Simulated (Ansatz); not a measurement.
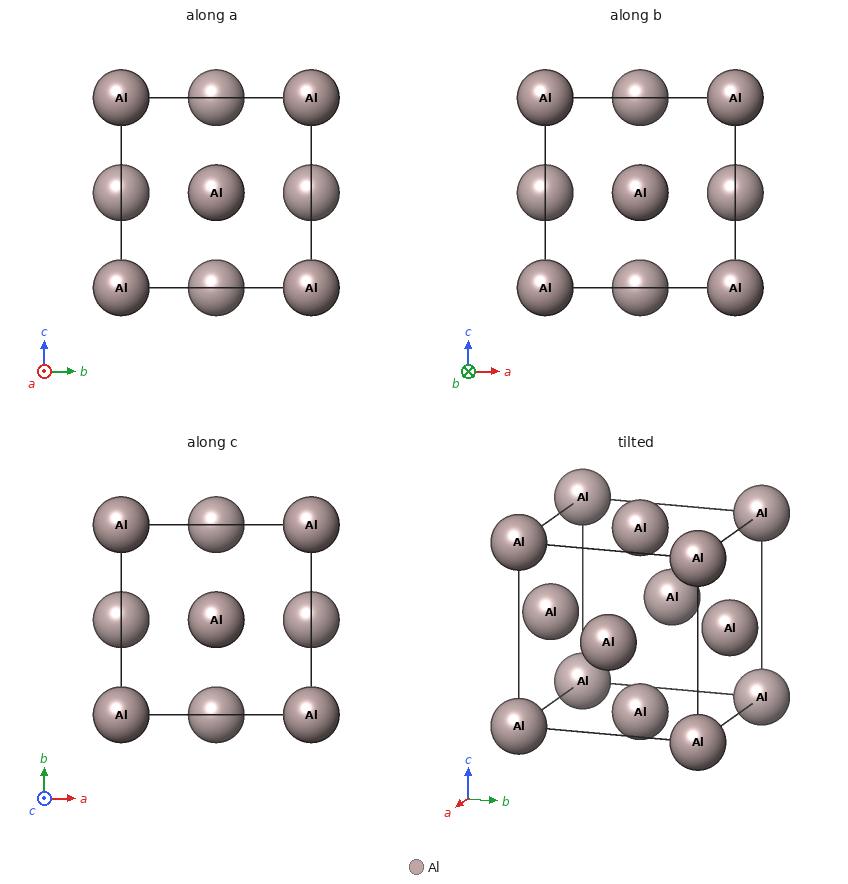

Spheres-only drawing of the structure, looking along the a axis, along the b axis, along the c axis and slightly off an axis. The conventional unit cell is outlined; an atom on or near a face, edge or corner is repeated at each equivalent position.

Lattice parameters: a = 4.0401 Å, b = 4.0401 Å, c = 4.0401 Å, α = 90.000°, β = 90.000°, γ = 90.000°.

Express the structure as a CIF in P1 with every atom of the cell.

Answer.
```cif
data_structure
_symmetry_space_group_name_H-M 'P 1'
_symmetry_Int_Tables_number 1
_cell_length_a 4.0401
_cell_length_b 4.0401
_cell_length_c 4.0401
_cell_angle_alpha 90.000
_cell_angle_beta 90.000
_cell_angle_gamma 90.000
_cell_volume 65.94
loop_
_atom_site_label
_atom_site_type_symbol
_atom_site_fract_x
_atom_site_fract_y
_atom_site_fract_z
_atom_site_occupancy
Al1 Al 0.0000 0.0000 0.0000 1
Al2 Al 0.0000 0.5000 0.5000 1
Al3 Al 0.5000 0.0000 0.5000 1
Al4 Al 0.5000 0.5000 0.0000 1
```

Source of the structure: a structure type filled with this element by a generator (whether the element takes this form wasn't checked). The final geometry of a relaxation with DFT, PBE, PAW with Ansatz's default frozen-core files, scalar-relativistic (Ansatz) is shown.
